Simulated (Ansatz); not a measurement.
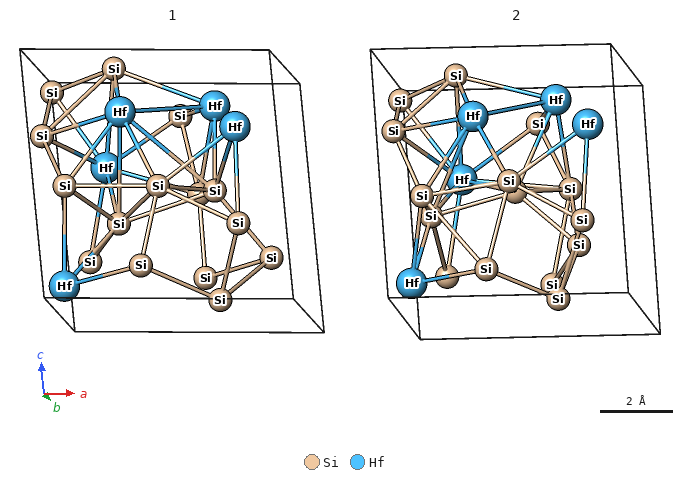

Two geometries of an amorphous cell of composition HfSi₃ (coarse preliminary run), drawn at one scale. One is the start of a relaxation, the other its converged end. The picture is a ball-and-stick view of the cell of the calculation (origin shifted), seen from a free direction.

The calculation used Ansatz 0.2.0, DFT PBE, scalar-relativistic, plane waves, PAW. Settings: plane-wave cutoff 420 eV; k-point mesh 2 × 2 × 2; occupations gaussian; smearing width 0.1 eV; mesh shifted by (0.5, 0.5, 0.5); no spin polarisation; cell and atoms relaxed; force threshold 0.04 eV/Å; at most 70 steps.

Question: Which one is relaxed?

Answer: Structure 1 is the relaxed one. Case: the quenched liquid. The atom that moves furthest relative to the cell is a Si atom (1.28 Å along [3 −1 0]). By element the largest moves are Si 1.28 Å, Hf 0.34 Å. The drawn cell changes at constant volume: a 6.784 → 7.041 Å (+3.8 %), b 7.082 → 6.808 Å (−3.9 %), c 7.052 → 7.111 Å (+0.8 %), α 90.9° → 87.9°, β 94.1° → 97.2°. Among the contacts that change: Hf–Si 2.941 → 4.238 Å, Si–Si 3.796 → 2.607 Å, Si–Si 4.188 → 3.038 Å, Si–Si 3.877 → 2.869 Å. New bonds form: Hf–Si (3.85 → 2.87 Å). Bond angles that change, for instance: Si–Si–Hf 63.1° → 108.2°, Si–Si–Hf 163.0° → 124.6°, Si–Si–Si 83.2° → 121.0°. After 15 accepted moves (19 points after the start) the energy has fallen by 2.314 eV per cell of the calculation. Largest force component: 1.7 eV/Å at the start, 0.02 eV/Å at the end. The pressure goes from 3.16 to −0.02 GPa. The line search rejected the trial steps at points 6, 13, 17 of the run. At 1 point the geometry stayed and the basis and grid were re-selected for the new cell (energy shift of 2.4 meV per cell of the calculation at most each time).

Limits of the set-up: the periodic images lie only 6.8 Å apart, so the values are limited by the cell's size.
